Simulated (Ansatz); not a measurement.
# ClH5W···HF: what the fields show

The calculation's input:

```
crystal:
  periodic: [false, false, false]
  atoms:
    - { symbol: W, position_ang: [0.0, 0.0, 0.0] }
    - { symbol: F, position_ang: [0.0, 0.0, 2.2] }
    - { symbol: Cl, position_ang: [2.39, 0.0, 0.0] }
    - { symbol: H, position_ang: [0.0, 1.72, 0.0] }
    - { symbol: H, position_ang: [-1.72, 0.0, 0.0] }
    - { symbol: H, position_ang: [0.0, -1.72, 0.0] }
    - { symbol: H, position_ang: [0.0, 0.0, -1.72] }
    - { symbol: H, position_ang: [1.3275, 1.3829, 0.637] }
    - { symbol: H, position_ang: [0.9769, 1.0177, 1.6302] }
basis:
  gaussian: { orbitals: def2-SVP }
hamiltonian:
  xc: r2scan
relax:
  f_tol: 0.15
  max_steps: 25
  restrain:
    - { distance: [0, 7], at: 1.72, k: 30.0 }
    - { distance: [8, 1], at: 0.92, k: 30.0 }
    - { distance: [0, 1], at: 3.05, k: 30.0 }
    - { distance: [8, 7], at: 1.86, k: 30.0 }
output:
  orbitals: {}
```

Run with:

```sh
ansatz run input.yaml --threads 2 --pin off --max-ram 3072MiB --backend cpu --events-out ev --progress --plain --runs-dir out
```

The fields are those of the run's last geometry, not of the input's.

Core potentials replace the inner electrons of W; not at a stationary point (largest force 0.5 eV/Å).

Method: RKS r2SCAN/def2-SVP in Ansatz 0.2.0.

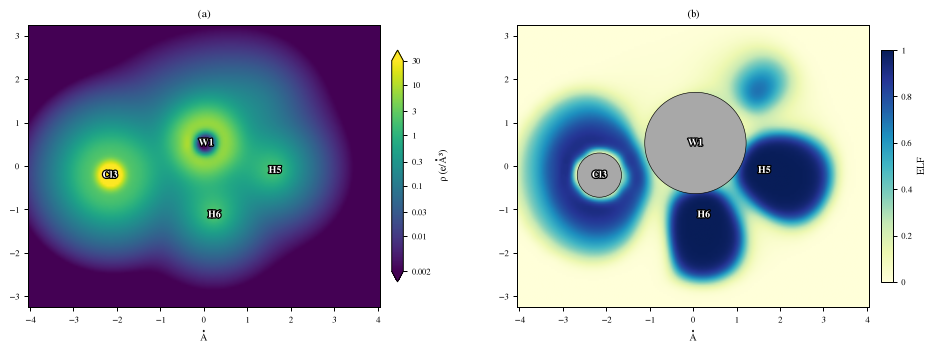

Figure 1. (a) electron density; (b) electron localisation function on the plane of atoms Cl3, W1 and H6. Grey discs cover the atomic cores in the ELF map.

### What do the fields say about this system?

The plane passes through W, Cl and H nuclei.
W–Cl (2.33 Å): ρ at the midpoint is about 0.62 e/Å³; the ELF peaks at about 0.85 in the valence shell of Cl, 0.8 Å from its nucleus, and is about 0.35 at the midpoint.
W–H (1.66 Å): the density is about 1.7 e/Å³ at the midpoint; the ELF climbs to about 1 towards the hydrogen.

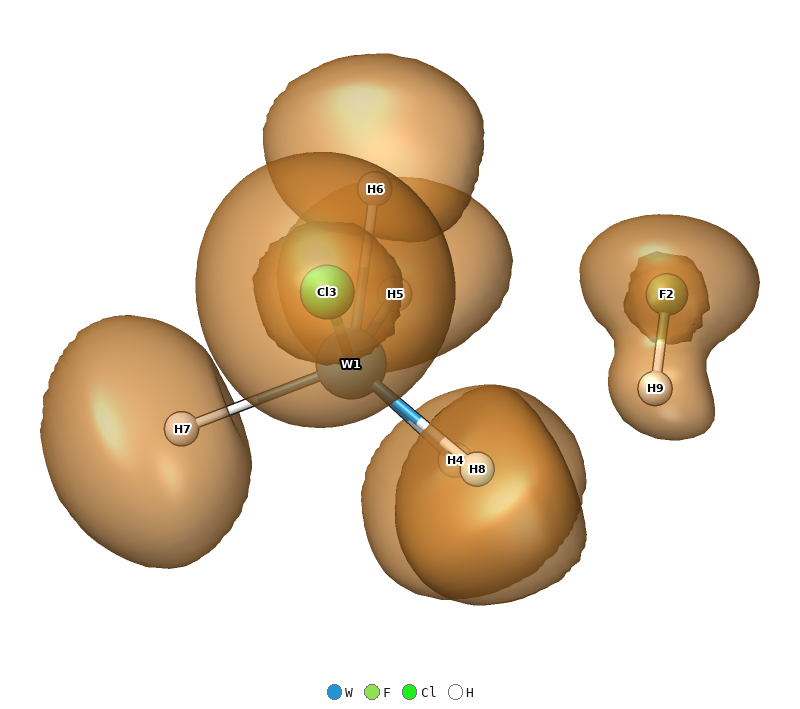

Figure 2. Isosurface of the ELF at 0.75 (orange), seen from one side. Core shells and regions of very low density are left out.

### What do the ELF domains correspond to?

The surface consists of five regions around hydrogen nuclei, one region wrapped around Cl (its valence shell) and one joined region spread over several atoms (F, H), in which their bonds and any lone pairs are merged. Profiles from the grid: W1···F2 (3.04 Å): the ELF dips to about 0 between them.

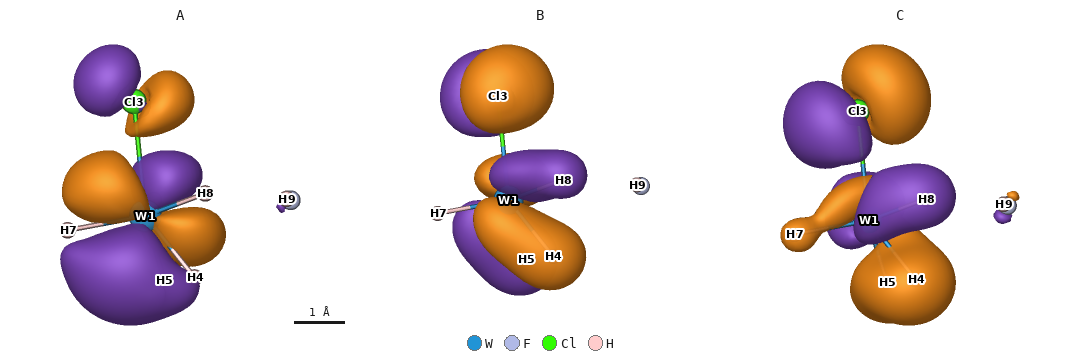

Figure 3. Three frontier orbitals at ±0.1 Å⁻³ᐟ² (orange and purple are the two phases), in no order.

### Order the three orbitals by energy and name them.

C is the HOMO−1 (−7.92 eV). By Hirshfeld shares it lies mainly on Cl3 (about 45 %), W1 (about 25 %), H4 (about 10 %) and H5 (about 10 %). B is the HOMO (−6.92 eV). By Hirshfeld shares it lies mainly on Cl3 (about 40 %), W1 (about 35 %), H5 (about 10 %) and H4 (about 10 %). A is the LUMO (−4.53 eV). Its weight (Hirshfeld) is mainly on W1 (about 70 %) and Cl3 (about 15 %).

### What is the HOMO–LUMO gap?

2.39 eV between the orbital energies.

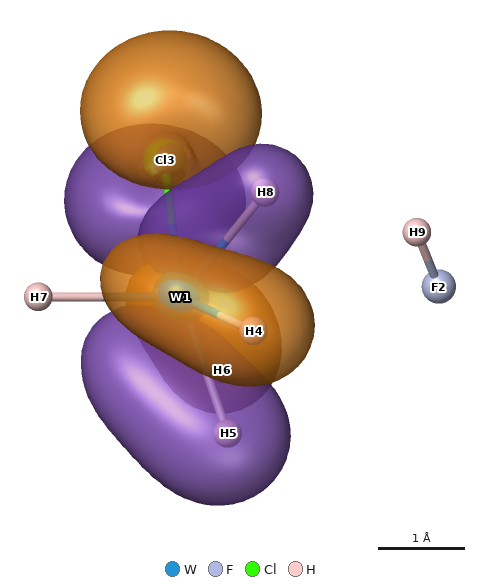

Figure 4. One frontier orbital at ±0.1 Å⁻³ᐟ² (orange and purple are the two phases), seen at an oblique angle.

### Which orbital is it: HOMO or LUMO?

The HOMO, at −6.92 eV. It lies mainly on Cl3 (about 40 %), W1 (about 35 %), H5 (about 10 %) and H4 (about 10 %).
